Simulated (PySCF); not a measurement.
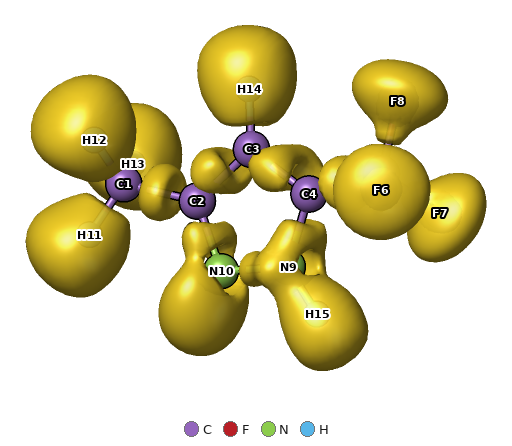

C5H5F3N2 (SMILES Cc1cc(C(F)(F)F)[nH]n1). Isosurface of the ELF at 0.75 (yellow), seen at a tilt. Core shells and regions of very low density are left out.

Geometry: GFN2-xTB.

Theory: PBE0/pcSseg-1, SCF density, gas phase, non-relativistic (PySCF).

```yaml
atoms:
  - { symbol: C, position_ang: [-2.6598, 0.0335, 0.0101] }
  - { symbol: C, position_ang: [-1.1946, -0.1902, 0.0898] }
  - { symbol: C, position_ang: [-0.1655, 0.6921, -0.2998] }
  - { symbol: C, position_ang: [0.9988, 0.0095, -0.0253] }
  - { symbol: C, position_ang: [2.4222, 0.3998, -0.1853] }
  - { symbol: F, position_ang: [3.0244, 0.6448, 0.9969] }
  - { symbol: F, position_ang: [3.1511, -0.5728, -0.7681] }
  - { symbol: F, position_ang: [2.5704, 1.5002, -0.9266] }
  - { symbol: N, position_ang: [0.6343, -1.1911, 0.4919] }
  - { symbol: N, position_ang: [-0.6815, -1.3130, 0.5606] }
  - { symbol: H, position_ang: [-3.1729, -0.7147, 0.6064] }
  - { symbol: H, position_ang: [-2.9105, 1.0280, 0.3718] }
  - { symbol: H, position_ang: [-2.9963, -0.0491, -1.0225] }
  - { symbol: H, position_ang: [-0.2600, 1.6729, -0.7167] }
  - { symbol: H, position_ang: [1.2355, -1.9418, 0.7949] }
```

Identify the bonds, lone pairs and shells in this picture.

Answer. The surface consists of four regions between bonded C–C atoms (shared pairs), five regions around hydrogen nuclei, three regions on F in which the atom's valence shell and bonds are merged and one region on N in which the atom's valence shell and bonds are merged. Along the contacts the grid gives the following. C–N (1.32 Å): the ELF peaks at about 0.90 between the atoms: localised, covalent bonding. N–N (1.32 Å): the ELF peaks at about 0.90 between the atoms (a covalent bond).
